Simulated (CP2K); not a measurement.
**AlCl2F (SMILES [F][Al]([Cl])[Cl]) at GFN1-xTB**

What is the energy difference between two shapes of AlCl2F at GFN1-xTB? 

The calculation is run with CP2K 2026.2.

3 further runs of the same task are left out: 3 set aside as unsound or not needed.

### 1 The structure to begin with

The species is AlCl2F (4 atoms), meant as a singlet with charge 0. As SMILES, `[F][Al]([Cl])[Cl]`. Geometry: a GFN2-xTB relaxation, a rough one for these elements and not checked as a minimum.

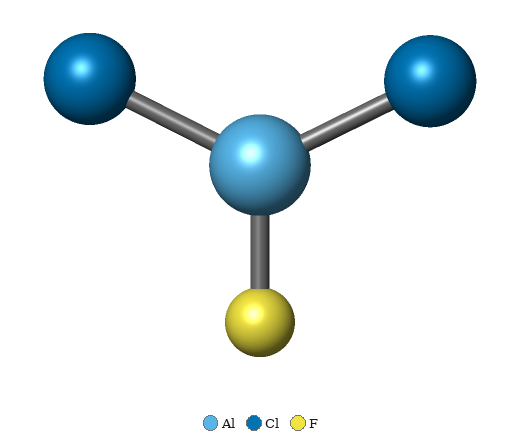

Viewed from a chosen angle; aluminium blue, chlorine blue, fluorine yellow.

### 2 A single-point energy at GFN1-xTB

mol.inp

```
&FORCE_EVAL
  METHOD QUICKSTEP
  &DFT
    &QS
      METHOD XTB
      EPS_DEFAULT 1.0E-10
      &XTB
        GFN_TYPE TBLITE
        &TBLITE
          METHOD GFN1
        &END TBLITE
        CHECK_ATOMIC_CHARGES F
      &END XTB
    &END QS
    # isolated system
    &POISSON
      PERIODIC NONE
      POISSON_SOLVER ANALYTIC
    &END POISSON
    &SCF
      SCF_GUESS ATOMIC
      EPS_SCF 1.0E-06
      MAX_SCF 150
      ADDED_MOS 2
      &DIAGONALIZATION
        ALGORITHM STANDARD
      &END DIAGONALIZATION
      &MIXING
        METHOD DIRECT_P_MIXING
        ALPHA 0.4
      &END MIXING
      &SMEAR ON
        METHOD FERMI_DIRAC
        ELECTRONIC_TEMPERATURE [K] 300
      &END SMEAR
    &END SCF
    # extra output
    &PRINT
      &MOMENTS
        PERIODIC F
        REFERENCE COM
        MAX_MOMENT 1
      &END MOMENTS
      &MO ON
        ENERGIES T
        OCCUPATION_NUMBERS T
        NDIGITS 6
        &EACH
          QS_SCF 0
        &END EACH
        ADD_LAST NUMERIC
      &END MO
      &HIRSHFELD OFF
      &END HIRSHFELD
    &END PRINT
  &END DFT
  &SUBSYS
    # box in angstrom
    &CELL
      ABC 15.1 15.1 12
      PERIODIC NONE
    &END CELL
    &COORD
      SCALED T
      Al   0.46958146   0.49089238   0.50008083
      Cl   0.60286689   0.48049437   0.50127000
      Cl   0.39713311   0.60323344   0.49873000
      F    0.41342781   0.39676656   0.50025250
    &END COORD
  &END SUBSYS
&END FORCE_EVAL

&GLOBAL
  PROJECT_NAME mol
  RUN_TYPE ENERGY
  PRINT_LEVEL MEDIUM
&END GLOBAL
```

The run is started by

```sh
$ OMP_NUM_THREADS=1 cp2k.psmp -i mol.inp -o mol.out
```

Standard output:

```text
CP2K| version string:                                       CP2K version 2026.2
[...]
 GLOBAL| Method name                                                        CP2K
[...]
 GLOBAL| Run type                                                         ENERGY
[...]
                             - Atoms:                                          4
[...]
                             - Spherical basis functions:                     31
[...]
 Number of electrons:                                                         24
[...]
  *** SCF run converged in    12 steps ***
[...]
  Fermi energy:                                                -0.32207067091729
[...]
 TB_DIPOLE| Moment [Debye]          1.03207365       1.73163171      -0.00263337
 TB_DIPOLE| Derivative [a.u.]       0.00000000       0.00000000       0.00000000
[...]
 ENERGY| Total FORCE_EVAL ( QS ) energy [hartree]            -15.150208257292057
[...]
```

Wall time 0.92 s (1 thread of Intel Xeon 6975P-C (Granite Rapids), shared host); peak memory 0.19 GiB.

### 3 The distorted shape

Edit mol.inp of step 2 so:

```diff
@@ -1,3 +1,8 @@
+&GLOBAL
+  PROJECT_NAME mol
+  RUN_TYPE ENERGY
+  PRINT_LEVEL MEDIUM
+&END GLOBAL
 &FORCE_EVAL
-  METHOD QUICKSTEP
+  METHOD QS
   &DFT
@@ -14,3 +19,2 @@
     &END QS
-    # isolated system
     &POISSON
@@ -36,3 +40,2 @@
     &END SCF
-    # extra output
     &PRINT
@@ -57,5 +60,4 @@
   &SUBSYS
-    # box in angstrom
     &CELL
-      ABC 15.1 15.1 12
+      ABC 15.1 15 12.2
       PERIODIC NONE
@@ -64,6 +66,6 @@
       SCALED T
-      Al   0.46958146   0.49089238   0.50008083
-      Cl   0.60286689   0.48049437   0.50127000
-      Cl   0.39713311   0.60323344   0.49873000
-      F    0.41342781   0.39676656   0.50025250
+      Al   0.47319096   0.49361727   0.50639357
+      Cl   0.60292255   0.47755673   0.49360643
+      Cl   0.39707745   0.60021280   0.49757971
+      F    0.42199712   0.39978720   0.50085955
     &END COORD
@@ -71,7 +73 @@
 &END FORCE_EVAL
-
-&GLOBAL
-  PROJECT_NAME mol
-  RUN_TYPE ENERGY
-  PRINT_LEVEL MEDIUM
-&END GLOBAL
```

The run is started by

```sh
$ OMP_NUM_THREADS=1 cp2k.psmp -i mol.inp > mol.out 2>&1
```

Standard output:

```text
CP2K| version string:                                       CP2K version 2026.2
[...]
 GLOBAL| Method name                                                        CP2K
[...]
 GLOBAL| Run type                                                         ENERGY
[...]
                             - Atoms:                                          4
[...]
                             - Spherical basis functions:                     31
[...]
 Number of electrons:                                                         24
[...]
  *** SCF run converged in    12 steps ***
[...]
  Fermi energy:                                                -0.30450993132677
[...]
 TB_DIPOLE| Moment [Debye]          0.92979407       1.85633004       0.21792344
 TB_DIPOLE| Derivative [a.u.]       0.00000000       0.00000000       0.00000000
[...]
 ENERGY| Total FORCE_EVAL ( QS ) energy [hartree]            -15.145332827064152
[...]
```

It took 0.89 s on 1 thread of Intel Xeon 6975P-C (Granite Rapids), shared host; peak memory 0.19 GiB.

### 4 Results

Level: GFN1-xTB.

| quantity | value |
| --- | --- |
| first shape: total energy | -15.15021 Eh |
| first shape: dipole moment (from atomic charges alone) | 2.02 D |
| first shape: HOMO energy | -13.29 eV |
| first shape: LUMO energy | -7.87 eV |
| first shape: HOMO–LUMO gap | 5.42 eV |
| distorted shape: total energy | -15.14533 Eh |
| distorted shape: dipole moment (from atomic charges alone) | 2.09 D |
| distorted shape: HOMO energy | -13.29 eV |
| distorted shape: LUMO energy | -7.39 eV |
| distorted shape: HOMO–LUMO gap | 5.90 eV |
| energy change with the atoms displaced | 0.133 eV |

In words: With the atoms displaced the energy rises by 0.13 eV (12.8 kJ/mol). The first shape isn't relaxed at this level, so the change isn't measured from a minimum. The dipole (first shape) comes from point charges on the atoms alone, without atomic dipoles, so it is partial. The dipole (distorted shape) comes from point charges on the atoms alone, without atomic dipoles, so it is partial.
